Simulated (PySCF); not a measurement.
Scan of Cl2Mg, singlet: map of symmetric stretch and bend. Scanned: Mg-Cl bond length and Cl-Mg-Cl angle.

Level of theory: CCSD(T) on RHF/cc-pVDZ, 11 core orbitals frozen in PySCF.

Energy in kcal/mol above the lowest grid point; x is the Mg-Cl bond length (Å), y the Cl-Mg-Cl angle (°).

| y \ x | 1.85 | 1.96 | 2.07 | 2.18 | 2.29 | 2.40 | 2.51 | 2.62 | 2.73 | 2.83 | 2.94 |
|---|---|---|---|---|---|---|---|---|---|---|---|
| 180 | 60.4 | 23.9 | 5.8 | 0.0 | 2.4 | 10.1 | 21.1 | 34.1 | 48.1 | 61.2 | 75.4 |
| 171.36 | 60.7 | 24.1 | 6.0 | 0.3 | 2.6 | 10.3 | 21.3 | 34.3 | 48.3 | 61.3 | 75.6 |
| 162.73 | 61.5 | 25.0 | 6.8 | 1.0 | 3.4 | 11.0 | 22.0 | 34.9 | 48.9 | 61.9 | 76.1 |
| 154.09 | 63.0 | 26.4 | 8.2 | 2.3 | 4.6 | 12.2 | 23.1 | 36.0 | 49.9 | 62.8 | 77.0 |
| 145.45 | 65.2 | 28.5 | 10.2 | 4.2 | 6.4 | 13.9 | 24.7 | 37.5 | 51.3 | 64.1 | 78.2 |
| 136.82 | 68.2 | 31.3 | 12.8 | 6.7 | 8.7 | 16.1 | 26.7 | 39.4 | 53.1 | 65.9 | 79.8 |
| 128.18 | 72.2 | 35.0 | 16.2 | 9.9 | 11.7 | 18.9 | 29.4 | 41.9 | 55.4 | 68.0 | 81.8 |
| 119.55 | 77.6 | 39.8 | 20.6 | 13.9 | 15.4 | 22.3 | 32.6 | 44.9 | 58.2 | 70.7 | 84.2 |
| 110.91 | 85.0 | 46.2 | 26.3 | 19.0 | 20.1 | 26.6 | 36.6 | 48.6 | 61.7 | 73.9 | 87.2 |
| 102.27 | 95.2 | 54.7 | 33.6 | 25.5 | 25.9 | 32.0 | 41.5 | 53.1 | 65.8 | 77.7 | 90.7 |
| 93.64 | 110.2 | 66.8 | 43.7 | 34.1 | 33.5 | 38.7 | 47.6 | 58.7 | 70.9 | 82.3 | 94.9 |
| 85 | 133.8 | 85.3 | 58.5 | 46.2 | 43.7 | 47.5 | 55.4 | 65.6 | 77.1 | 87.9 | 99.8 |

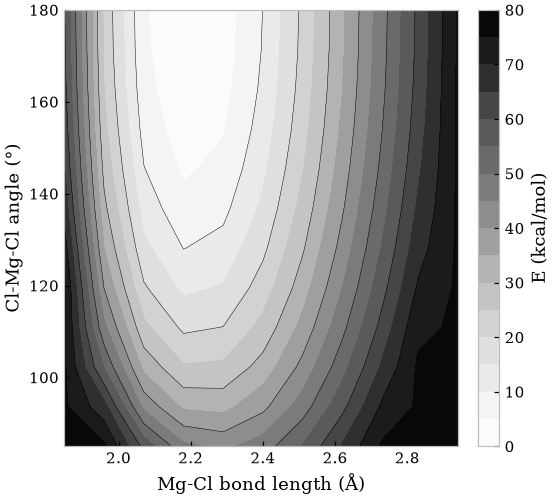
*Energy surface, cut off at 76 kcal/mol.*

Points that lie below all their neighbours on the grid: x = 2.18, y = 180 on the edge of the grid (0.0 kcal/mol).
